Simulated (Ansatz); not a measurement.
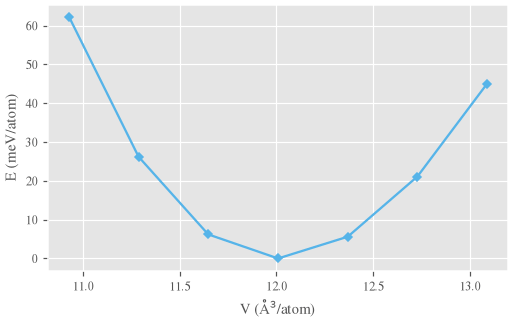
Fig. 1. AlV₂C in space group P6_3/mmc (No. 194; Al on 2c, V on 4f, C on 2a) under volume change, PBE in the plane-wave PAW code Ansatz, shape and atoms relaxed at each volume.

Question: What does a third-order Birch–Murnaghan fit give for V₀, B₀ and B′?

Answer: V₀ = 12.01 Å³/atom, B₀ = 173 GPa, B′ = 4.4.

The cell was relaxed with PBE under the symmetry of its start. The run is not spin-polarised.

Potentials: the earlier of the program's two PAW sets.
